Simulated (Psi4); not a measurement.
# B3LYP/6-31G(d) (spherical functions) run of CH4OSi (SMILES CO[SiH])

What is the vertical electron affinity of CH4OSi at B3LYP/6-31G* (spherical functions)? 

The results are computed with Psi4 1.11.

## (1) The molecule

CH4OSi has 7 atoms, charge 0, and is taken as a singlet. As SMILES, `CO[SiH]`. The shape is that of a PBE0-D4/def2-TZVP optimisation. This is one conformer, not always the lowest.

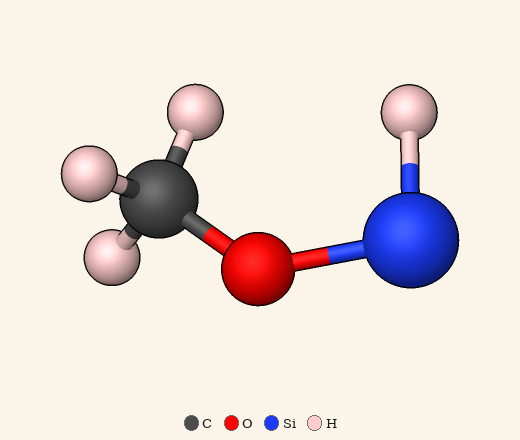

The structure, seen from a chosen angle (carbon dark grey, oxygen red, silicon blue, hydrogen pink).

## (2) The energy at B3LYP/6-31G(d) (spherical functions)

Contents of job.dat:

```
memory 2200 MB

molecule {
  C     -0.512400     0.485500    -0.338500
  O     -0.443200    -0.446500     0.717600
  Si     0.796900    -1.387300     1.229900
  H     -1.296400     0.180800    -1.035500
  H      0.443800     0.547500    -0.868700
  H     -0.769300     1.467500     0.065400
  H      1.841700    -0.915600     0.184100
  symmetry c1
}

set reference rks
set puream true
set e_convergence 1e-09
set d_convergence 1e-08
set scf_type pk
set dft_radial_points 99
set dft_spherical_points 590

e, wfn = energy('b3lyp/6-31G*', return_wfn=True)
oeprop(wfn, 'DIPOLE', 'MULLIKEN_CHARGES', 'MAYER_INDICES')
```

Started as:

```console
$ psi4 -n 1 job.dat job.out
```

job.out:

```text
[...]
  Running in c1 symmetry.
[...]
  Nuclear repulsion =  101.069904478392957
[...]
  Multiplicity = 1
[...]
  Nalpha       = 16
  Nbeta        = 16
[...]
    Number of basis functions: 54
[...]
   @RKS iter   1:  -405.01610780761808   -3.93249e-01   1.16399e-02 ADIIS/DIIS
[...]
   @RKS iter  11:  -405.19945068344811   -5.68434e-13   3.42890e-09 DIIS
[...]
    Orbital Energies [Eh]
    ---------------------
    Doubly Occupied:
       1A    -66.134888     2A    -19.162498     3A    -10.233550
       4A     -5.290713     5A     -3.652050     6A     -3.648497
       7A     -3.643429     8A     -1.026794     9A     -0.700736
      10A     -0.532653    11A     -0.463533    12A     -0.462527
      13A     -0.404428    14A     -0.319395    15A     -0.316708
      16A     -0.228261
[...]
  @RKS Final Energy:  -405.19945068344811
   => Energetics <=
    Nuclear Repulsion Energy =            101.0699044783929565
    One-Electron Energy =                -759.0650973221215736
    Two-Electron Energy =                 282.2078760958817156
    DFT Exchange-Correlation Energy =     -29.4121339356011831
    Empirical Dispersion Energy =           0.0000000000000000
    VV10 Nonlocal Energy =                  0.0000000000000000
    Total Energy =                       -405.1994506834481058
[...]
 Multipole Moments:
 ------------------------------------------------------------------------------------
     Multipole            Electronic (a.u.)      Nuclear  (a.u.)        Total (a.u.)
 ------------------------------------------------------------------------------------
 L = 1.  Multiply by 2.5417464519 to convert [e a0] to [Debye]
 Dipole X            :          0.3338022           -0.3626770           -0.0288749
 Dipole Y            :         -3.1237421            3.6121422            0.4884001
 Dipole Z            :          3.4915532           -4.0483827           -0.5568295
 Magnitude           :                                                    0.7412338
[...]
  Mulliken Charges: (a.u.)
   Center  Symbol    Alpha    Beta     Spin     Total
       1     C     3.09462  3.09462  0.00000 -0.18924
       2     O     4.25513  4.25513  0.00000 -0.51027
       3    SI     6.80103  6.80103  0.00000  0.39795
       4     H     0.42024  0.42024  0.00000  0.15952
       5     H     0.42513  0.42513  0.00000  0.14975
       6     H     0.42026  0.42026  0.00000  0.15949
       7     H     0.58360  0.58360  0.00000 -0.16720
   Total alpha = 16.00000, Total beta = 16.00000, Total charge =  0.00000
  Mayer Bond Indices:
[...]
```

Run time: 9.3 s. Hardware: 1 thread of AMD EPYC 7R43 (Zen 3), shared host; peak memory 0.79 GiB.

## (3) The doublet anion

Contents of ch4osi.in:

```
memory 2200 mb

molecule mol {
  -1 2
  C     -0.512400     0.485500    -0.338500
  O     -0.443200    -0.446500     0.717600
  Si     0.796900    -1.387300     1.229900
  H     -1.296400     0.180800    -1.035500
  H      0.443800     0.547500    -0.868700
  H     -0.769300     1.467500     0.065400
  H      1.841700    -0.915600     0.184100
  units angstrom
  symmetry c1
  no_reorient
  no_com
}

set {
  basis                6-31G*
  reference            uks
  puream               true
  e_convergence        1e-09
  d_convergence        1e-08
  scf_type             pk
  dft_radial_points    99
  dft_spherical_points 590
  maxiter              100
}

E, wfn = energy("b3lyp", return_wfn=True)
oeprop(wfn, "WIBERG_LOWDIN_INDICES", "QUADRUPOLE", "MAYER_INDICES", title="B3LYP")
```

Started as:

```console
$ psi4 -n 1 ch4osi.in ch4osi.out
```

ch4osi.out:

```text
[...]
  Running in c1 symmetry.
[...]
  Nuclear repulsion =  101.069904478392957
[...]
  Multiplicity = 2
[...]
  Nalpha       = 17
  Nbeta        = 16
[...]
    Number of basis functions: 54
[...]
   @UKS iter   1:  -404.91535951218714   -2.92501e-01   1.31456e-02 ADIIS/DIIS
[...]
   @UKS iter  13:  -405.18747633354491   -3.97904e-13   2.78212e-09 DIIS
[...]
   @S^2 Observed:                7.534669281E-01
[...]
    Orbital Energies [Eh]
    ---------------------
    Alpha Occupied:
       1A    -65.859330     2A    -18.919247     3A    -10.052888
       4A     -5.016521     5A     -3.376108     6A     -3.375882
       7A     -3.371330     8A     -0.799468     9A     -0.508767
      10A     -0.316211    11A     -0.275666    12A     -0.266554
      13A     -0.179809    14A     -0.106639    15A     -0.095636
      16A      0.005544    17A      0.097236
    Alpha Virtual:
      18A      0.233973    19A      0.271613    20A      0.315941
      21A      0.321580    22A      0.335254    23A      0.363448
      24A      0.416799    25A      0.463067    26A      0.476650
[...]
  @UKS Final Energy:  -405.18747633354491
   => Energetics <=
    Nuclear Repulsion Energy =            101.0699044783929565
    One-Electron Energy =                -766.4869174979866102
    Two-Electron Energy =                 289.8447741178663932
    DFT Exchange-Correlation Energy =     -29.6152374318176292
    Empirical Dispersion Energy =           0.0000000000000000
    VV10 Nonlocal Energy =                  0.0000000000000000
    Total Energy =                       -405.1874763335449074
  UHF NO Occupations:
  HONO-2 :   15  A 1.9998724
  HONO-1 :   16  A 1.9984818
[...]
 Multipole Moments:
 ------------------------------------------------------------------------------------
     Multipole            Electronic (a.u.)      Nuclear  (a.u.)        Total (a.u.)
 ------------------------------------------------------------------------------------
 L = 1.  Multiply by 2.5417464519 to convert [e a0] to [Debye]
 Dipole X            :        -10.2675890            8.9882933           -1.2792957
 Dipole Y            :         38.2061558          -35.5287409            2.6774149
 Dipole Z            :        -38.9189702           36.4220144           -2.4969558
 Magnitude           :                                                    3.8781357
 L = 2.  Multiply by 1.3450342976 to convert [e a0^2] to [Debye ang]
 Quadrupole XX       :        -90.6976226           63.9174888          -26.7801338
 Quadrupole XY       :         68.3481669          -64.9708067            3.3773602
[...]
```

It took 17 s on 1 thread of AMD EPYC 7R43 (Zen 3), shared host; peak memory 0.79 GiB.

## (4) Outcome

At B3LYP/6-31G* (spherical functions):

| quantity | value |
| --- | --- |
| singlet CH4OSi: total energy | -405.19945 Eh |
| singlet CH4OSi: dipole moment | 1.88 D |
| singlet CH4OSi: HOMO energy | -6.21 eV |
| singlet CH4OSi: LUMO energy | -1.96 eV |
| singlet CH4OSi: HOMO–LUMO gap | 4.25 eV |
| doublet anion: total energy | -405.18748 Eh |
| doublet anion: HOMO energy (highest over α and β) | 2.65 eV |
| doublet anion: LUMO energy (lowest over α and β) | 5.08 eV |
| doublet anion: ⟨S²⟩ | 0.753 |
| vertical electron affinity (to the doublet anion) | -0.326 eV |

In words: The anion lies 0.33 eV (7.5 kcal/mol) above the neutral: the electron isn't bound at this level, and such a value depends on the basis. Without diffuse functions anions come out too high. Mulliken charges (singlet CH4OSi) run from -0.51 on O2 to +0.40 on Si3; they depend strongly on the basis. With no_com the log's rotational constants are taken about the origin, not the centre of mass, so they aren't the molecule's. The HOMO (doublet anion) lies at positive energy, 2.65 eV, from the functional's self-interaction, a short basis or an electron that isn't bound; only total energies against the neutral tell.
